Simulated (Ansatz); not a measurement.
ClF₂H₂O₂Ta

The calculation's input:

```
crystal:
  periodic: [false, false, false]
  atoms:
    - { symbol: Ta, position_ang: [0.0, 0.0, 0.0] }
    - { symbol: O, position_ang: [2.02, 0.0, 0.0] }
    - { symbol: H, position_ang: [2.3571, -0.5308, 0.7903] }
    - { symbol: O, position_ang: [0.0, 0.0, 2.02] }
    - { symbol: H, position_ang: [-0.2547, -0.9174, 2.3571] }
    - { symbol: F, position_ang: [0.0, 0.0, -1.93] }
    - { symbol: F, position_ang: [-0.965, 1.6714, 0.0] }
    - { symbol: Cl, position_ang: [-1.235, -2.139, 0.0] }
basis:
  gaussian: { orbitals: def2-SVP }
hamiltonian:
  xc: pbe
relax:
  f_tol: 0.02
  max_steps: 40
output:
  orbitals: {}
```

Run with:

```sh
ansatz run input.yaml --threads 2 --pin off --max-ram 3072MiB --backend cpu --events-out ev --progress --plain --runs-dir out
```

The fields are those of the run's last geometry, not of the input's.

Core potentials replace the inner electrons of Ta.

Level of theory: RKS PBE/def2-SVP (Ansatz 0.2.0).

What can the converged electron density and electron localisation function tell about the bonding?

Answer. Ta1···H3 (2.57 Å): the density falls to about 0.87 e/Å³ on the way; the ELF climbs to about 0.95 towards the hydrogen.
Ta–F (1.90 Å): ρ is about 0.95 e/Å³ halfway; the ELF peaks at about 0.85 in the valence shell of F, 0.5 Å from its nucleus, and drops to about 0.20 between the two atoms.
Ta–O (1.90 Å): ρ is about 1.1 e/Å³ halfway; the ELF peaks at about 0.85 in the valence shell of O, 0.5 Å from its nucleus, and drops to about 0.30 between the two atoms.
O–H (0.97 Å): ρ is about 3.6 e/Å³ halfway; the ELF climbs to about 1 towards the hydrogen: a covalent bond by its length.

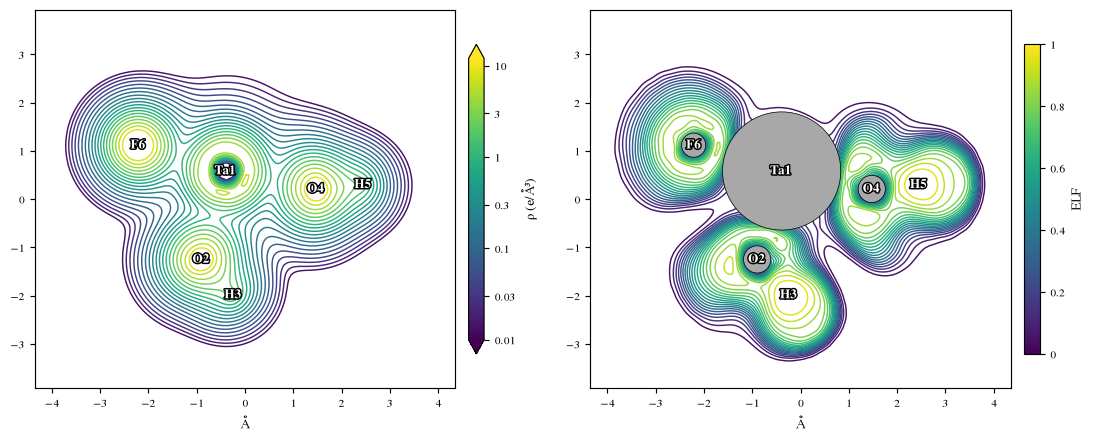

Computed electron density and electron localisation function on the plane of atoms Ta1, H3 and O2, in this order. Grey discs cover the atomic cores in the ELF map. 
